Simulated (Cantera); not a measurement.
Input: 1 mol Pb, 3.7 mol N₂, 1.9 mol O₂, held at 0.133 bar.

These are equilibrium values from Cantera (NASA tables, ideal gas, pure condensed phases), not measurements of a reactor. Candidate condensed phases: Pb, PbO, PbO₂, Pb₃O₄; 12 gas species. Gases not in the tables: (PbO)n polymers. Kinetics and transport are ignored.

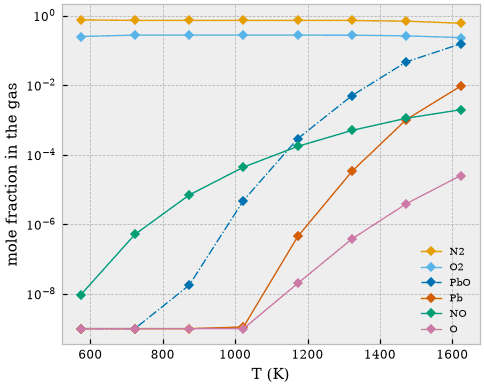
Fig. 1. Equilibrium gas composition (values under 1e-9 drawn at 1e-9)

**Question.** Read off the mole fractions at 1173 K.

**Answer.** N₂ about 0.73, O₂ about 0.27, PbO about 0.00029, NO about 0.00017, Pb about 4.5e-7, O about 2.0e-8.
